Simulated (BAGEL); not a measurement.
# singlet C2H3ClNSi+ at 5 levels

We compute a comparison of 5 runs (HF/STO-3G, HF/3-21G, HF/6-31G*, PBE0/def2-SVP, RI-MP2/def2-SVP) of singlet C2H3ClNSi+. 

The results are computed with BAGEL 1.2.2.

3 further runs of the same task are left out: 2 that didn't finish, 1 set aside as unsound or not needed.

## 1. The structure to begin with

C2H3ClNSi+: 8 atoms, total charge +1, spin state singlet. SMILES of the parent species: `C[Si](Cl)C#N`. Geometry: relaxed at PBE0-D4/def2-TZVP. That shape belongs to the parent species and isn't relaxed for this state.

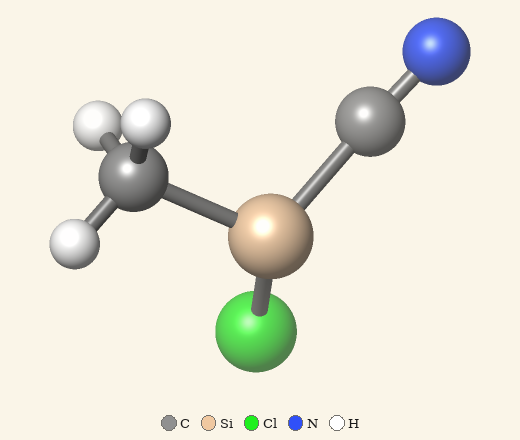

Viewed from a chosen angle; carbon grey, silicon light orange, chlorine green, nitrogen blue, hydrogen white.

## 2. The energy at HF/STO-3G (density fitting with qzvpp-jkfit) (run 1)

Input file input.json:

```json
{ "bagel" : [

{
  "title" : "molecule",
  "basis" : "sto-3g",
  "df_basis" : "qzvpp-jkfit",
  "angstrom" : true,
  "geometry" : [
    { "atom" : "C", "xyz" : [   -0.710900,   -0.544800,    0.782600 ] },
    { "atom" : "Si", "xyz" : [    0.598800,    0.648200,    0.225400 ] },
    { "atom" : "Cl", "xyz" : [    2.483200,   -0.092800,    0.512800 ] },
    { "atom" : "C", "xyz" : [    0.405700,    0.989300,   -1.574400 ] },
    { "atom" : "N", "xyz" : [    0.241700,    1.298400,   -2.674300 ] },
    { "atom" : "H", "xyz" : [   -0.600600,   -1.491500,    0.246800 ] },
    { "atom" : "H", "xyz" : [   -0.626000,   -0.731800,    1.854000 ] },
    { "atom" : "H", "xyz" : [   -1.699700,   -0.132000,    0.571400 ] }
  ]
},
{
  "title" : "hf",
  "charge" : 1
},
{
  "title" : "print",
  "file" : "orbitals.molden",
  "orbitals" : true
}

]}
```

Started as:

```sh
$ BAGEL_NUM_THREADS=1 BAGEL input.json > input.out
```

Log:

```text
* using 1 threads per process

  ===============================================================
  ===============================================================

  *** Geometry ***

  { "atom" : "C", "xyz" : [     -1.343406,     -1.029523,      1.478900 ] },
  { "atom" : "Si", "xyz" : [      1.131568,      1.224920,      0.425944 ] },
  { "atom" : "Cl", "xyz" : [      4.692568,     -0.175367,      0.969052 ] },
  { "atom" : "C", "xyz" : [      0.766662,      1.869506,     -2.975185 ] },
  { "atom" : "N", "xyz" : [      0.456747,      2.453620,     -5.053695 ] },
  { "atom" : "H", "xyz" : [     -1.134970,     -2.818527,      0.466384 ] },
  { "atom" : "H", "xyz" : [     -1.182969,     -1.382902,      3.503552 ] },
  { "atom" : "H", "xyz" : [     -3.211967,     -0.249444,      1.079790 ] },

  Number of auxiliary basis functions:      537

  Since a DF basis is specified, we compute 2- and 3-index integrals:
    o Being stored without compression. Storage requirement is 0.006 GB

  Number of basis functions:       36
  Number of electrons      :       53

    * METHOD: MOLECULE                             0.24

  *** RHF ***

  === Nuclear Repulsion ===
   238.5325876662

      * DIIS with orbital gradients will be used.

  === RHF iteration (sto-3g) ===
      0       -869.99936765          0.02625566           0.03
      1       -870.08498523          0.02408054           0.03
      2       -870.24641924          0.00239031           0.03
      3       -870.24931009          0.00069003           0.03
      4       -870.24983590          0.00018903           0.03
      5       -870.24987924          0.00007136           0.03
      6       -870.24988524          0.00003197           0.03
      7       -870.24988655          0.00001308           0.03
      8       -870.24988672          0.00000822           0.03
      9       -870.24988676          0.00000409           0.03
     10       -870.24988678          0.00000116           0.03
     11       -870.24988678          0.00000037           0.03
     12       -870.24988678          0.00000014           0.03
     13       -870.24988678          0.00000007           0.03
     14       -870.24988678          0.00000004           0.03
     15       -870.24988678          0.00000003           0.03
     16       -870.24988678          0.00000001           0.03
     17       -870.24988678          0.00000001           0.03
    * SCF iteration converged.

    * Permanent dipole moment:
           (    1.328970,    -0.579879,    -1.630262) a.u.

    * METHOD: HF                                   0.69

    * METHOD: PRINT                                0.00

  ===============================================================
```

Run time: 1.1 s. Hardware: 1 thread of Arm Neoverse V1, shared host.

## 3. The energy at HF/3-21G (density fitting with qzvpp-jkfit) (run 2)

Input file calc.json:

```json
{ "bagel": [

{
  "title": "molecule",
  "basis": "3-21g",
  "df_basis": "qzvpp-jkfit",
  "angstrom": true,
  "geometry": [
    { "atom": "C", "xyz": [   -0.710900,   -0.544800,    0.782600 ] },
    { "atom": "Si", "xyz": [    0.598800,    0.648200,    0.225400 ] },
    { "atom": "Cl", "xyz": [    2.483200,   -0.092800,    0.512800 ] },
    { "atom": "C", "xyz": [    0.405700,    0.989300,   -1.574400 ] },
    { "atom": "N", "xyz": [    0.241700,    1.298400,   -2.674300 ] },
    { "atom": "H", "xyz": [   -0.600600,   -1.491500,    0.246800 ] },
    { "atom": "H", "xyz": [   -0.626000,   -0.731800,    1.854000 ] },
    { "atom": "H", "xyz": [   -1.699700,   -0.132000,    0.571400 ] }
  ]
},
{ "title": "hf", "charge": 1 },
{ "title": "print", "file": "orbitals.molden", "orbitals": true }

]}
```

Started as:

```sh
$ BAGEL_NUM_THREADS=1 BAGEL calc.json > calc.out
```

Log:

```text
* using 1 threads per process

  ===============================================================
  ===============================================================

  *** Geometry ***

  { "atom" : "C", "xyz" : [     -1.343406,     -1.029523,      1.478900 ] },
  { "atom" : "Si", "xyz" : [      1.131568,      1.224920,      0.425944 ] },
  { "atom" : "Cl", "xyz" : [      4.692568,     -0.175367,      0.969052 ] },
  { "atom" : "C", "xyz" : [      0.766662,      1.869506,     -2.975185 ] },
  { "atom" : "N", "xyz" : [      0.456747,      2.453620,     -5.053695 ] },
  { "atom" : "H", "xyz" : [     -1.134970,     -2.818527,      0.466384 ] },
  { "atom" : "H", "xyz" : [     -1.182969,     -1.382902,      3.503552 ] },
  { "atom" : "H", "xyz" : [     -3.211967,     -0.249444,      1.079790 ] },

  Number of auxiliary basis functions:      537

  Since a DF basis is specified, we compute 2- and 3-index integrals:
    o Being stored without compression. Storage requirement is 0.015 GB

  Number of basis functions:       59
  Number of electrons      :       53

    * METHOD: MOLECULE                             0.24

  *** RHF ***

  === Nuclear Repulsion ===
   238.5325876662

      * DIIS with orbital gradients will be used.

  === RHF iteration (3-21g) ===
      0       -875.35351318          0.02546985           0.06
      1       -875.43315013          0.02455520           0.06
      2       -875.58664641          0.00243062           0.06
      3       -875.58979605          0.00090124           0.06
      4       -875.59032012          0.00024387           0.06
      5       -875.59037934          0.00009461           0.06
      6       -875.59038854          0.00004883           0.06
      7       -875.59039136          0.00002660           0.05
      8       -875.59039239          0.00000996           0.05
      9       -875.59039250          0.00000495           0.05
     10       -875.59039252          0.00000268           0.05
     11       -875.59039253          0.00000135           0.06
     12       -875.59039253          0.00000045           0.05
     13       -875.59039253          0.00000016           0.05
     14       -875.59039253          0.00000008           0.05
     15       -875.59039253          0.00000004           0.06
     16       -875.59039253          0.00000002           0.06
     17       -875.59039253          0.00000001           0.06
     18       -875.59039253          0.00000001           0.06
    * SCF iteration converged.

    * Permanent dipole moment:
           (    1.414879,    -0.433423,    -1.708297) a.u.

    * METHOD: HF                                   1.23

    * METHOD: PRINT                                0.01

  ===============================================================
```

It took 1.6 s on 1 thread of Arm Neoverse V1, shared host.

## 4. The energy at HF/6-31G(d) (density fitting with qzvpp-jkfit, spherical functions) (run 3)

Input file hf.json:

```json
{ "bagel": [

{
  "title": "molecule",
  "basis": "6-31gs.json",
  "df_basis": "qzvpp-jkfit",
  "angstrom": true,
  "geometry": [
    { "atom": "C", "xyz": [      -0.710900,      -0.544800,       0.782600 ] },
    { "atom": "Si", "xyz": [       0.598800,       0.648200,       0.225400 ] },
    { "atom": "Cl", "xyz": [       2.483200,      -0.092800,       0.512800 ] },
    { "atom": "C", "xyz": [       0.405700,       0.989300,      -1.574400 ] },
    { "atom": "N", "xyz": [       0.241700,       1.298400,      -2.674300 ] },
    { "atom": "H", "xyz": [      -0.600600,      -1.491500,       0.246800 ] },
    { "atom": "H", "xyz": [      -0.626000,      -0.731800,       1.854000 ] },
    { "atom": "H", "xyz": [      -1.699700,      -0.132000,       0.571400 ] }
  ]
},

{ "title": "hf", "charge": 1 },

{ "title": "print", "file": "orbitals.molden", "orbitals": true }

]}
```

The basis set 6-31G* is read from a file made from the Basis Set Exchange's data (not shown).

Started as:

```sh
$ BAGEL_NUM_THREADS=1 BAGEL hf.json > hf.out
```

Log:

```text
* using 1 threads per process

  ===============================================================
  ===============================================================

  *** Geometry ***

  { "atom" : "C", "xyz" : [     -1.343406,     -1.029523,      1.478900 ] },
  { "atom" : "Si", "xyz" : [      1.131568,      1.224920,      0.425944 ] },
  { "atom" : "Cl", "xyz" : [      4.692568,     -0.175367,      0.969052 ] },
  { "atom" : "C", "xyz" : [      0.766662,      1.869506,     -2.975185 ] },
  { "atom" : "N", "xyz" : [      0.456747,      2.453620,     -5.053695 ] },
  { "atom" : "H", "xyz" : [     -1.134970,     -2.818527,      0.466384 ] },
  { "atom" : "H", "xyz" : [     -1.182969,     -1.382902,      3.503552 ] },
  { "atom" : "H", "xyz" : [     -3.211967,     -0.249444,      1.079790 ] },

  Number of auxiliary basis functions:      537

  Since a DF basis is specified, we compute 2- and 3-index integrals:
    o Being stored without compression. Storage requirement is 0.030 GB

  Number of basis functions:       84
  Number of electrons      :       53

    * METHOD: MOLECULE                             0.33

  *** RHF ***

  === Nuclear Repulsion ===
   238.5325876662

      * DIIS with orbital gradients will be used.

  === RHF iteration (6-31gs.json) ===
      0       -879.71590289          0.02345256           0.09
      1       -879.78300530          0.02365542           0.08
      2       -880.02387923          0.00223340           0.08
      3       -880.02825191          0.00087022           0.08
      4       -880.02891428          0.00021047           0.08
      5       -880.02898919          0.00008226           0.09
      6       -880.02900051          0.00003755           0.08
      7       -880.02900367          0.00001999           0.09
      8       -880.02900474          0.00000768           0.08
      9       -880.02900489          0.00000343           0.08
     10       -880.02900491          0.00000203           0.08
     11       -880.02900491          0.00000092           0.08
     12       -880.02900491          0.00000038           0.09
     13       -880.02900491          0.00000013           0.09
     14       -880.02900491          0.00000007           0.09
     15       -880.02900491          0.00000003           0.09
     16       -880.02900491          0.00000002           0.09
     17       -880.02900491          0.00000001           0.09
     18       -880.02900491          0.00000001           0.09
    * SCF iteration converged.

    * Permanent dipole moment:
           (    1.142004,    -0.302359,    -1.806151) a.u.

    * METHOD: HF                                   1.86

    * METHOD: PRINT                                0.02

  ===============================================================
```

Wall time 2.4 s (1 thread of Arm Neoverse V1, shared host).

Run 4 isn't shown in full; the table further down has it.

## 5. The energy at RI-MP2/def2-SVP (density fitting with qzvpp-jkfit) (run 5)

Input file calc.json:

```json
{ "bagel" : [

{
  "title" : "molecule",
  "basis" : "svp",
  "df_basis" : "qzvpp-jkfit",
  "angstrom" : true,
  "geometry" : [
    { "atom" : "C", "xyz" : [      -0.710900,      -0.544800,       0.782600 ] },
    { "atom" : "Si", "xyz" : [       0.598800,       0.648200,       0.225400 ] },
    { "atom" : "Cl", "xyz" : [       2.483200,      -0.092800,       0.512800 ] },
    { "atom" : "C", "xyz" : [       0.405700,       0.989300,      -1.574400 ] },
    { "atom" : "N", "xyz" : [       0.241700,       1.298400,      -2.674300 ] },
    { "atom" : "H", "xyz" : [      -0.600600,      -1.491500,       0.246800 ] },
    { "atom" : "H", "xyz" : [      -0.626000,      -0.731800,       1.854000 ] },
    { "atom" : "H", "xyz" : [      -1.699700,      -0.132000,       0.571400 ] }
  ]
},

{
  "title" : "hf",
  "charge" : 1
},

{
  "title" : "mp2",
  "charge" : 1,
  "ncore" : 13
}

]}
```

Started as:

```sh
$ BAGEL_NUM_THREADS=1 BAGEL calc.json > calc.out
```

Log:

```text
* using 1 threads per process

  ===============================================================
  ===============================================================

  *** Geometry ***

  { "atom" : "C", "xyz" : [     -1.343406,     -1.029523,      1.478900 ] },
  { "atom" : "Si", "xyz" : [      1.131568,      1.224920,      0.425944 ] },
  { "atom" : "Cl", "xyz" : [      4.692568,     -0.175367,      0.969052 ] },
  { "atom" : "C", "xyz" : [      0.766662,      1.869506,     -2.975185 ] },
  { "atom" : "N", "xyz" : [      0.456747,      2.453620,     -5.053695 ] },
  { "atom" : "H", "xyz" : [     -1.134970,     -2.818527,      0.466384 ] },
  { "atom" : "H", "xyz" : [     -1.182969,     -1.382902,      3.503552 ] },
  { "atom" : "H", "xyz" : [     -3.211967,     -0.249444,      1.079790 ] },

  Number of auxiliary basis functions:      537

  Since a DF basis is specified, we compute 2- and 3-index integrals:
    o Being stored without compression. Storage requirement is 0.037 GB

  Number of basis functions:       93
  Number of electrons      :       53

    * METHOD: MOLECULE                             0.31

  *** RHF ***

  === Nuclear Repulsion ===
   238.5325876662

      * DIIS with orbital gradients will be used.

  === RHF iteration (svp) ===
      0       -879.45930670          0.01949418           0.10
      1       -879.55600343          0.01771077           0.10
      2       -879.72288880          0.00234131           0.10
      3       -879.72726247          0.00093429           0.09
      4       -879.72807787          0.00017387           0.10
      5       -879.72814044          0.00006774           0.10
      6       -879.72815022          0.00003320           0.10
      7       -879.72815305          0.00001742           0.10
      8       -879.72815388          0.00000992           0.10
      9       -879.72815414          0.00000464           0.10
     10       -879.72815418          0.00000201           0.09
     11       -879.72815419          0.00000092           0.10
     12       -879.72815419          0.00000036           0.10
     13       -879.72815419          0.00000014           0.10
     14       -879.72815419          0.00000007           0.10
     15       -879.72815419          0.00000005           0.10
     16       -879.72815419          0.00000003           0.09
     17       -879.72815419          0.00000001           0.10
     18       -879.72815419          0.00000001           0.10
    * SCF iteration converged.

    * Permanent dipole moment:
           (    1.069612,    -0.285208,    -1.850519) a.u.

    * METHOD: HF                                   2.10

  *** RHF ***

  === Nuclear Repulsion ===
   238.5325876662

      * DIIS with orbital gradients will be used.

  === RHF iteration (svp) ===
      0       -879.72815419          0.00000000           0.09
    * SCF iteration converged.

    * Permanent dipole moment:
           (    1.069612,    -0.285209,    -1.850519) a.u.

  === DF-MP2 calculation ===

    * freezing 13 orbitals
    * 3-index integral transformation done
    * assembly done

      MP2 correlation energy:   -0.6320059828      0.05

      MP2 total energy:       -880.3601601771

    * METHOD: MP2                                  0.25

  ===============================================================
```

It took 2.8 s on 1 thread of Arm Neoverse V1, shared host.

## 6. All runs side by side

| run | level | frozen core orbitals | energy (Eh) | HOMO energy (eV) | LUMO energy (eV) | HOMO–LUMO gap (eV) | wall time |
| --- | --- | --- | --- | --- | --- | --- | --- |
| 1 | HF/STO-3G (density fitting with qzvpp-jkfit) | – | -870.249887 | -17.31 | -6.21 | 11.10 | 1.1 s |
| 2 | HF/3-21G (density fitting with qzvpp-jkfit) | – | -875.590393 | -18.62 | -8.06 | 10.55 | 1.6 s |
| 3 | HF/6-31G* (density fitting with qzvpp-jkfit, spherical functions) | – | -880.029005 | -18.35 | -7.79 | 10.56 | 2.4 s |
| 4 | PBE0/def2-SVP (density fitting with qzvpp-jkfit) | – | -881.372069 | -15.28 | -10.86 | 4.42 | 13 s |
| 5 | RI-MP2/def2-SVP (density fitting with qzvpp-jkfit) | 13 | -880.360160 | – | – | – | 2.8 s |

## 7. Outcome

```
                                           quantity          value
                                run 5: total energy  -880.36016 Eh
run 5: correlation energy (13 core orbitals frozen)     -632.0 mEh
```

In words: Over runs 1, 2, 3, 4 the HOMO–LUMO gap runs from 4.42 eV (PBE0/def2-SVP) to 11.10 eV (HF/STO-3G). The two ends differ in method and basis. In run 1 the basis is minimal, so the values are rough. All runs together took 21 s, the longest 13 s.
